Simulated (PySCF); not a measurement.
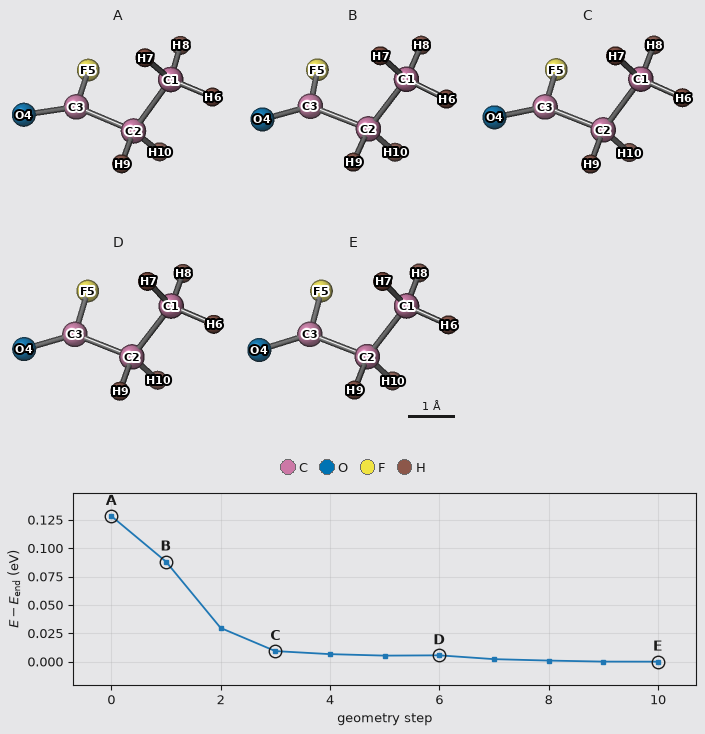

Frames of a relaxation of C₃H₅FO, marked on the history of the run. The picture is a ball-and-stick view, seen at a tilt.

The start comes from GFN2-xTB. Its atoms were then displaced at random by about 0.01 Å.

These are results of PBE0-D3(BJ)/def2-SVP geometry optimisation, gas phase in PySCF 2.14.0, density-fitted response routines, not measurements. 

What happens along the run?

Answer. After 10 geometry steps the energy has fallen by 0.128 eV. The largest move after the best rigid fit is that of O4, 0.22 Å. Largest moves by element: O 0.22 Å, F 0.19 Å, H 0.09 Å, C 0.06 Å. Some distances before and after: C1–H8 1.067 → 1.099 Å, C3–F5 1.374 → 1.346 Å, C3–O4 1.204 → 1.183 Å, C2–C3 1.479 → 1.498 Å. Bond angles that change, for instance: C2–C3–O4 132.6° → 128.8°, H9–C2–H10 111.1° → 107.5°, C1–C2–C3 109.9° → 113.5°. From step 0 to 1: O4 moves most (0.15 Å), energy −0.040 eV. From step 1 to 3: O4 moves most (0.11 Å), energy −0.079 eV. From step 3 to 6: O and F atoms move most (0.17 Å), energy −0.004 eV. From step 6 to 10: F and H atoms move most (0.03 Å), energy −0.006 eV.
